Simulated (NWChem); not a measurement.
# One shape, several levels: CO (carbon monoxide)

Aim: a comparison of 6 runs (HF/def2-SVP, BP86/6-31G, PBE/cc-pVTZ, MP2/aug-cc-pVDZ, MP2/aug-cc-pVTZ, CCSD/aug-cc-pVTZ) of CO (carbon monoxide). 

The results are computed with NWChem 7.3.0.

## Step 1: The structure to begin with

The species is CO (2 atoms), meant as a singlet with charge 0. As SMILES, `[C-]#[O+]`. The coordinates come from a PBE0-D4/def2-TZVP relaxation.

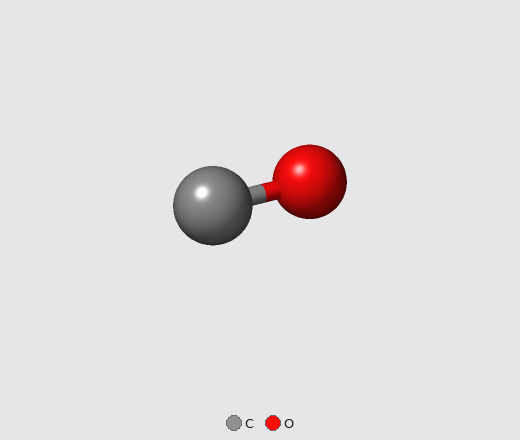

The structure, seen from a chosen angle (carbon grey, oxygen red).

## Step 2: Energy and forces at HF/def2-SVP (run 1)

Input file run.py:

```python
from ase import Atoms
from ase.calculators.nwchem import NWChem

system = Atoms('CO', positions=[
    [0.479900, -0.155100, 0.247200],
    [-0.479900, 0.155100, -0.247200],
])

calc = NWChem(
    label='input',
    theory='scf',
    memory='2200 mb',
    basis='def2-SVP',
    basispar='spherical bse',
    scf={'nopen': '0', 'rhf': None, 'thresh': '1e-08', 'maxiter': '80'},
)
system.calc = calc

forces = system.get_forces()
print("Total energy (eV):", round(system.get_potential_energy(), 6))
print("forces (eV/A):")
for s, f in zip(system.symbols, forces):
    print(f"{s:2s} {f[0]:10.5f} {f[1]:10.5f} {f[2]:10.5f}")
print("dipole (e A):", system.get_dipole_moment().round(4))
```

Run with:

```console
export ASE_NWCHEM_COMMAND="nwchem PREFIX.nwi > PREFIX.nwo"
python run.py
```

Output:

```text
Total energy (eV): -3065.265077
forces (eV/A):
C    -2.06110    0.66612   -1.06171
O     2.06110   -0.66612    1.06171
dipole (e A): [ 0.0361 -0.0117  0.0186]
```

The calculator wrote input.nwi:

```
title "input"

permanent_dir input

scratch_dir input

start input

geometry units angstrom nocenter noautosym noautoz
  C  4.7989999999999999e-01 -1.5509999999999999e-01 2.4720000000000000e-01
  O  -4.7989999999999999e-01 1.5509999999999999e-01 -2.4720000000000000e-01
end

memory 2200 mb

basis spherical bse noprint
   * library def2-SVP
end

scf
  nopen 0
  rhf
  thresh 1e-08
  maxiter 80
end

task scf gradient
```

input.nwo:

```text
Northwest Computational Chemistry Package (NWChem) 7.3.0
             --------------------------------------------------------

           Job information
           ---------------

    nwchem branch   = 7.3.0
    use scalapack   = T
    input           = input.nwi
    prefix          = input.
    data base       = input/input.db
    status          = startup
    nproc           =        1

           Memory information
           ------------------

    heap     =     72089598 doubles =      550.0 Mbytes
    stack    =     72089595 doubles =      550.0 Mbytes
    global   =    144179200 doubles =     1100.0 Mbytes (distinct from heap & stack)
    total    =    288358393 doubles =     2200.0 Mbytes
    verify   = yes
    hardfail = no

           Directory information
           ---------------------

  0 permanent = input
  0 scratch   = input

                                NWChem Input Module
                                -------------------

                                       input
                                       -----

[... 89 lines left out ...]
 Convergence threshold     :          1.000E-08
[... 13 lines left out ...]
       Final RHF  results
[... 3 lines left out ...]
      One-electron energy =   -198.145474459682
[... 1 line left out ...]
 Nuclear repulsion energy =     22.611784931054
[... 25 lines left out ...]
                       ROHF Final Molecular Orbital Analysis
[... 155 lines left out ...]
       Multipole analysis of the density wrt the origin
       ------------------------------------------------

     L   x y z        total         open         nuclear
     -   - - -        -----         ----         -------
     0   0 0 0     -0.000000      0.000000     14.000000

     1   1 0 0      0.068127      0.000000     -1.813759
[... 8 lines of this table left out ...]
     2   0 0 2     -7.858199      0.000000      3.055080

                              NWChem Gradients Module
                              -----------------------

                                       input

  wavefunction    =   RHF

                         RHF ENERGY GRADIENTS

    atom               coordinates                        gradient
                 x          y          z           x          y          z
   1 C       0.906880  -0.293097   0.467140    0.040082  -0.012954   0.020647
   2 O      -0.906880   0.293097  -0.467140   -0.040082   0.012954  -0.020647

                 ----------------------------------------
                 |  Time  |  1-e(secs)   |  2-e(secs)   |
                 ----------------------------------------
                 |  CPU   |       0.00   |       0.10   |
                 ----------------------------------------
                 |  WALL  |       0.00   |       0.10   |
                 ----------------------------------------

 Task  times  cpu:        0.4s     wall:        0.4s
 Total times  cpu:        0.4s     wall:        0.4s
```

Wall time 1.7 s (1 thread of Intel Xeon Platinum 8488C (Sapphire Rapids), shared host); peak memory 0.096 GiB.

## Step 3: Energy and forces at BP86/6-31G (run 2)

Input file co.nw:

```
start co
title "CO"
memory total 2200 mb

geometry units au noautosym nocenter noautoz
  C    0.90687957  -0.29309652   0.46714030
  O   -0.90687957   0.29309652  -0.46714030
end

basis spherical bse
  C library 6-31G
  O library 6-31G
end

dft
  xc becke88 perdew86
  grid xfine
  convergence energy 1e-08
  iterations 100
  mulliken
  print low
end

task dft gradient
```

Run with:

```console
nwchem co.nw > co.out
```

Output:

```text
[...]
 d= 0,ls=0.0,diis     1   -113.1928945993 -1.36D+02  6.99D-02  5.09D-01     0.2
[...]
 d= 0,ls=0.0,diis     7   -113.2577832096 -2.03D-09  5.52D-07  3.17D-10     0.7
         Total DFT energy =     -113.257783209597
      One electron energy =     -198.224369174709
           Coulomb energy =       76.254756791437
    Exchange-Corr. energy =      -13.899954071350
 Nuclear repulsion energy =       22.611783245025
[...]
      Total Density - Mulliken Population Analysis
     ---------------------------------------------
    Atom       Charge   Shell Charges
 -----------   ------   -------------------------------------------------------
    1 C    6     5.85   2.00  0.83  1.62  1.06  0.34
    2 O    8     8.15   2.00  0.96  2.87  0.93  1.39
[...]
                         DFT ENERGY GRADIENTS
    atom               coordinates                        gradient
                 x          y          z           x          y          z
   1 C       0.906880  -0.293097   0.467140   -0.089232   0.028839  -0.045964
   2 O      -0.906880   0.293097  -0.467140    0.089232  -0.028839   0.045964
 Task  times  cpu:        0.9s     wall:        0.9s
 Total times  cpu:        1.0s     wall:        1.0s
```

Run time: 1.6 s. Hardware: 1 thread of Intel Xeon Platinum 8488C (Sapphire Rapids), shared host; peak memory 0.11 GiB.

Run 3 isn't shown in full; the table further down has it.

## Step 4: Energy and gradient at MP2/aug-cc-pVDZ (run 4)

Input file co.xyz:

```xyz
2

C      0.479900    -0.155100     0.247200
O     -0.479900     0.155100    -0.247200
```

Input file run.py:

```python
from ase.io import read
from ase.calculators.nwchem import NWChem

system = read('co.xyz')

calc = NWChem(
    label='co',
    theory='mp2',
    memory='2200 mb',
    basis='aug-cc-pVDZ',
    basispar='spherical bse',
    scf={'nopen': '0', 'rhf': None, 'thresh': '1e-08', 'maxiter': '80'},
    mp2={'freeze': 'core 2', 'tight': None},
)
system.calc = calc

forces = system.get_forces()
print(f"energy = {system.get_potential_energy():.6f} eV")
print("forces (eV/A):")
for s, f in zip(system.symbols, forces):
    print(f"{s:2s} {f[0]:10.5f} {f[1]:10.5f} {f[2]:10.5f}")
```

Run with:

```console
export ASE_NWCHEM_COMMAND="nwchem PREFIX.nwi > PREFIX.nwo"
python run.py
```

Output:

```text
energy = -3076.340772 eV
forces (eV/A):
C     2.73709   -0.88461    1.40989
O    -2.73709    0.88461   -1.40989
```

The calculator wrote co.nwi:

```
title "co"

permanent_dir co

scratch_dir co

start co

geometry units angstrom nocenter noautosym noautoz
  C  4.7989999999999999e-01 -1.5509999999999999e-01 2.4720000000000000e-01
  O  -4.7989999999999999e-01 1.5509999999999999e-01 -2.4720000000000000e-01
end

memory 2200 mb

basis spherical bse noprint
   * library aug-cc-pVDZ
end

scf
  nopen 0
  rhf
  thresh 1e-08
  maxiter 80
end
mp2
  freeze core 2
  tight
end

task mp2 gradient
```

co.nwo:

```text
Northwest Computational Chemistry Package (NWChem) 7.3.0
             --------------------------------------------------------

           Job information
           ---------------

    nwchem branch   = 7.3.0
    use scalapack   = T
    input           = co.nwi
    prefix          = co.
    data base       = co/co.db
    status          = startup
    nproc           =        1

           Memory information
           ------------------

    heap     =     72089598 doubles =      550.0 Mbytes
    stack    =     72089595 doubles =      550.0 Mbytes
    global   =    144179200 doubles =     1100.0 Mbytes (distinct from heap & stack)
    total    =    288358393 doubles =     2200.0 Mbytes
    verify   = yes
    hardfail = no

           Directory information
           ---------------------

  0 permanent = co
  0 scratch   = co

                                NWChem Input Module
                                -------------------

                                        co
                                        --

[... 21 lines left out ...]
            Nuclear Dipole moment (a.u.)
[... 57 lines left out ...]
 1-e energy   =    -197.728661
[... 7 lines left out ...]
         Quadratically convergent ROHF
[... 3 lines left out ...]
 Final Fock-matrix accuracy:          1.000E-10
[... 14 lines left out ...]
         Total SCF energy =   -112.755072413861
[... 1 line left out ...]
      Two-electron energy =     62.901679631089
[... 4 lines left out ...]
             Final eigenvalues
[... 279 lines left out ...]
 CPHF converged to   1.8D-07 in    9 iters
[... 11 lines left out ...]
 MP2 RHF      natural orbital occupation numbers
[... 28 lines left out ...]
   27    0.0005
   28    0.0003
   29    0.0003
   30    0.0002
   31    0.0002
   32    0.0002
   33    0.0002
   34    0.0002
   35    0.0001
   36    0.0001
   37    0.0001
   38    0.0001
   39    0.0000
   40    0.0000
   41    0.0000
   42    0.0000
   43    0.0000
   44   -0.0000
   45   -0.0000
   46   -0.0002

  MP2 natural orbitals output to co/co.mp2nos

                         mp2 ENERGY GRADIENTS

    atom               coordinates                        gradient
                 x          y          z           x          y          z
   1 C       0.906880  -0.293097   0.467140   -0.053228   0.017203  -0.027418
   2 O      -0.906880   0.293097  -0.467140    0.053228  -0.017203   0.027418

                 ----------------------------------------
                 |  Time  |  1-e(secs)   |  2-e(secs)   |
                 ----------------------------------------
                 |  CPU   |       0.00   |       1.02   |
                 ----------------------------------------
                 |  WALL  |       0.00   |       1.02   |
                 ----------------------------------------
 -----------------------
 Task  times  cpu:        4.8s     wall:        4.8s
 Total times  cpu:        4.8s     wall:        4.8s
```

Run time: 6 s. Hardware: 1 thread of Intel Xeon Platinum 8488C (Sapphire Rapids), shared host; peak memory 0.11 GiB.

Run 5 isn't shown in full; the table further down has it.

## Step 5: A single-point energy at CCSD/aug-cc-pVTZ (run 6)

Input file run.nw:

```
start run
title "CO"
memory 2200 mb
charge 0
geometry noautosym nocenter noautoz
  C     0.479900   -0.155100    0.247200
  O    -0.479900    0.155100   -0.247200
end
basis "ao basis" spherical bse
  * library aug-cc-pVTZ
end
scf
  thresh 1e-08
  maxiter 80
  noprint "final vectors analysis"
end
ccsd
  freeze core 2
  maxiter 60
end
task ccsd energy
```

Run with:

```console
nwchem run.nw > run.out
```

Output:

```text
[...]
  functions       =    92
[...]
  wavefunction    = RHF
[...]
         Total SCF energy =   -112.781980786399
      One-electron energy =   -198.388825048578
      Two-electron energy =     62.995059331126
 Nuclear repulsion energy =     22.611784931054
        Time for solution =     11.8s
[...]
 Total MP2 energy:           -113.141888251569057
[...]
             energy      energy      error      ampl     ampl      Block
                                                time     time      time
[...]
 Total CCSD energy:           -113.144452147472322
[...]
```

Wall time 81 s (1 thread of Intel Xeon Platinum 8488C (Sapphire Rapids), shared host); peak memory 0.13 GiB.

## Step 6: The series

```csv
run,level,iteration cap,module,energy (Eh),largest force (eV/Å),wall time
1,HF/def2-SVP,80,scf,-112.646415,2.412,1.7 s
2,BP86/6-31G,100,dft,-113.257783,5.370,1.6 s
3,PBE/cc-pVTZ,100,dft,-113.228347,1.728,9.6 s
4,MP2/aug-cc-pVDZ,80,mp2,-113.053439,3.203,6 s
5,MP2/aug-cc-pVTZ,80,mp2,-113.141888,1.855,34 s
6,CCSD/aug-cc-pVTZ,80,ccsd,-113.144452,–,81 s
```

## Step 7: Results

| quantity | value |
| --- | --- |
| run 6: total energy | -113.14445 Eh |
| run 6: correlation energy (2 core orbitals frozen) | -362.5 mEh |

What this shows: Over runs 1, 4, 5 the dipole moment (its size) runs from 0.20 D (HF/def2-SVP) to 0.31 D (MP2/aug-cc-pVDZ). The two ends differ in method and basis. The two dipoles point in opposite directions. Totals of different functionals can't be ranked against each other. All runs together took 2.2 min, the longest 81 s.
